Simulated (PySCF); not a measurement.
```xyz
15

N     2.2120    0.6159    0.2026
C     1.2430   -0.3345    0.1925
O     1.4125   -1.4437    0.6658
C    -0.0799    0.0625   -0.4232
Si   -1.0500   -1.5314   -0.7878
Si   -1.0513    1.2253    0.7173
H     2.0630    1.5438   -0.1644
H     3.1043    0.3867    0.6204
H     0.0679    0.6178   -1.3673
H    -0.2183   -2.4973   -1.5590
H    -2.2289   -1.1427   -1.6272
H    -1.5679   -2.1463    0.4668
H    -2.4233    1.4389    0.1679
H    -0.3624    2.5521    0.8059
H    -1.1407    0.6350    2.0841
```

Geometry: PBE0-D3(BJ)/def2-SVP.

Level of theory: PBE0/pcSseg-1, SCF density, gas phase, non-relativistic (PySCF 2.14.0).

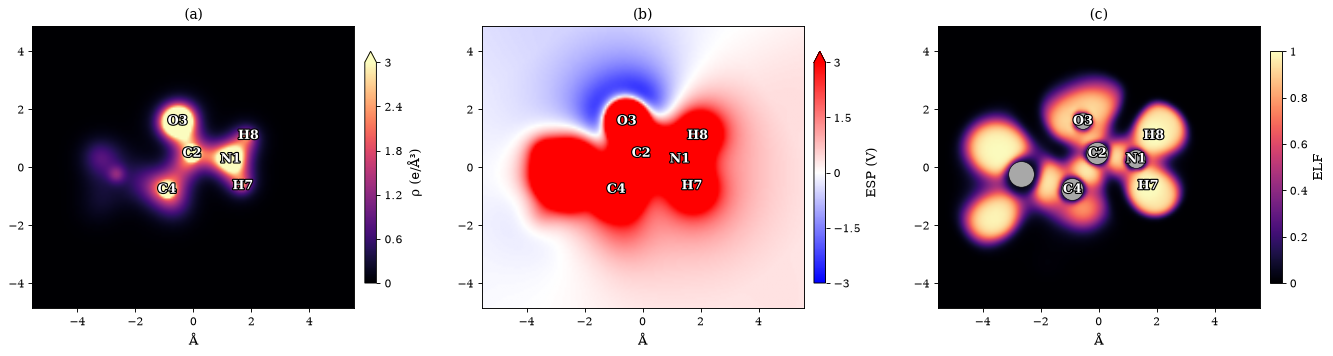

C$_{2}$H$_{9}$NOSi$_{2}$ (SMILES NC(=O)C([SiH3])[SiH3]). (a) total electron density; (b) electrostatic potential; (c) electron localisation function on the plane of atoms C2, N1 and H7. Grey discs cover the atomic cores in the ELF map.

> What does the map show?

- The plane passes through N, C, O and H nuclei.
- C–O (1.22 Å): ρ at the midpoint is about 3.2 e/Å³; the ELF peaks at about 0.85 between the atoms: a multiple bond.
- C–N (1.36 Å): ρ at the midpoint is about 2.3 e/Å³; the ELF peaks at about 0.90 between the atoms, as expected for localised, covalent bonding.
- C–C (1.51 Å): the density is about 1.7 e/Å³ at the midpoint; the ELF peaks at about 0.95 between the atoms, as expected for a covalent bond.
- N–H (1.01 Å): ρ at the midpoint is about 2.9 e/Å³; the ELF climbs to about 1 towards the hydrogen, as it does in any bond to H; a covalent bond by its length.
- The ELF also peaks beside O3, away from the bonds: lone-pair regions.
- Outside the dense part of the molecule the potential is most negative (−2.3 V) near O3.
